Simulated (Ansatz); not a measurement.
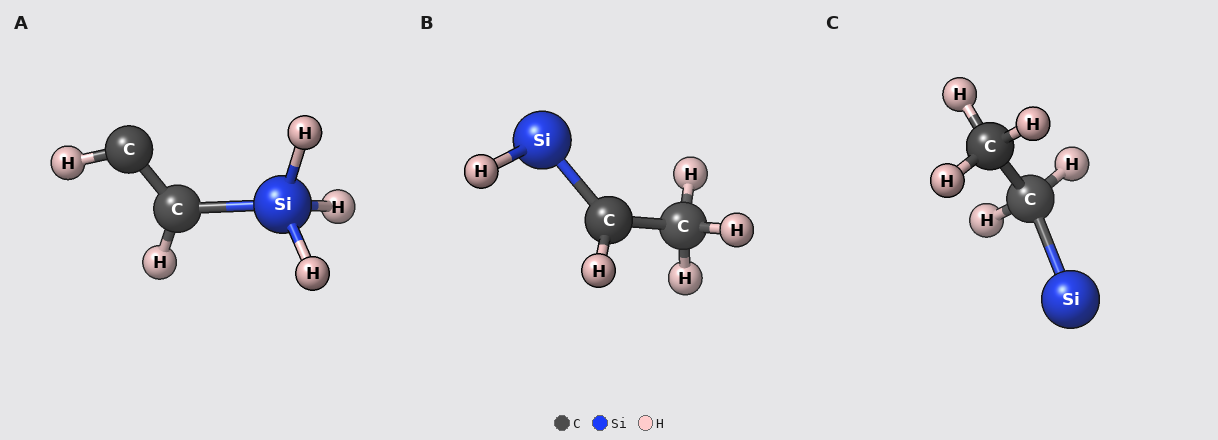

3 stationary structures of one formula. State: charge −1, singlet. Geometries: PBE-D4/def2-SVPD. Electronic energies: PBE-D4/def2-SVPD (Ansatz 0.2.0), without zero-point energy. No frequency run is at hand to confirm each as a minimum. Each is one conformer, not always the lowest.

Which structure is the most stable?

Answer. B is lowest (Cs); A lies 27.2 kcal/mol above it (Cs), C lies 35.4 kcal/mol above it.
